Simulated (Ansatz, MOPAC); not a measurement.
Potential energy curve for NLi, lowest singlet found (which spin is the ground state isn't settled by this scan).

FCI = full CI/aug-cc-pVDZ, frozen core (Ansatz, a first-principles code); AM1, restricted, heats of formation (MOPAC); RKS-B3LYP = restricted B3LYP/aug-cc-pVDZ (Ansatz).

Energies are in mEh, each relative to the lowest point of its own curve between 1.66 and 2.35 Å, where full CI is lowest.

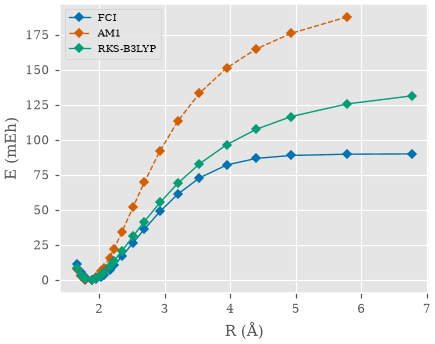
Figure: Energy against bond length for each method.

| R / Å | FCI | AM1 | RKS-B3LYP |
|---|---|---|---|
| 1.66 | 11.3 | 7.9 | 8.3 |
| 1.72 | 5.7 | 3.0 | 3.6 |
| 1.79 | 1.9 | 0.1 | 0.7 |
| 1.89 | 0.0 | 0.0 | 0.0 |
| 1.95 | 0.4 | 1.8 | 1.0 |
| 2.03 | 2.1 | 6.0 | 3.5 |
| 2.07 | 3.4 | 8.7 | 5.2 |
| 2.16 | 7.0 | 15.8 | 9.6 |
| 2.23 | 10.4 | 22.2 | 13.4 |
| 2.35 | 16.8 | 34.2 | 20.6 |
| 2.52 | 26.4 | 52.0 | 31.1 |
| 2.69 | 36.0 | 69.5 | 41.5 |
| 2.93 | 48.7 | 92.0 | 55.2 |
| 3.20 | 61.0 | 113.1 | 68.7 |
| 3.53 | 72.7 | 133.1 | 82.7 |
| 3.95 | 81.9 | 151.3 | 96.5 |
| 4.40 | 86.6 | 164.8 | 107.4 |
| 4.93 | 88.7 | 175.8 | 116.5 |
| 5.78 | 89.6 | 187.5 | 125.5 |
| 6.77 | 89.8 | — | 131.2 |

At the longest distance, 6.77 Å, RKS-B3LYP lies highest above its minimum (131.2 mEh) and FCI lowest (89.8 mEh).

A dash means that the run gave no value there, or that the column was ended at a point which the program doubted or which failed a test of continuity chosen for this set; such a test can also cut sound points.

The scan ran from 1.42 to 6.77 Å; beyond the distances shown full CI changes its symmetry label. Also computed but left out beside FCI, since their determinant holds another spin at the minimum (<S²> over 0.7 above the pure value): UHF, UMP2, UCCSD, UCCSD(T), UCCSDT, UCCSDT(Q), UKS-B3LYP, UKS-CAM-B3LYP, UKS-PBE, UKS-B3LYP/6-31G*, UHF/STO-3G, UKS-B3LYP/LANL2DZ, UHF/3-21G. The restricted form behind AM1, RKS-B3LYP keeps the bonding electrons paired and can't separate into open-shell fragments.
